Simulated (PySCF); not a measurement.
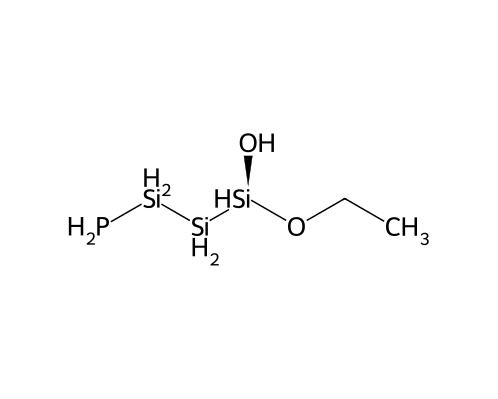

Computed geometry: GFN2-xTB optimisation. No frequency run is at hand to confirm it as a minimum. Method: PBE0/pcSseg-1, gas phase (PySCF 2.14.0).

Question: What is the HOMO energy (Kohn–Sham orbital)?

Answer: −7.26 eV.

Question: Give the LUMO energy (Kohn–Sham orbital) at this level.

Answer: −0.53 eV.

Question: Estimate the dipole moment.

Answer: 2.63 D.

The geometry is semi-empirical. Around P, Si such bond lengths and angles can be off by a tenth of an ångström or more and by several degrees, and values that hang on the shape move with them.
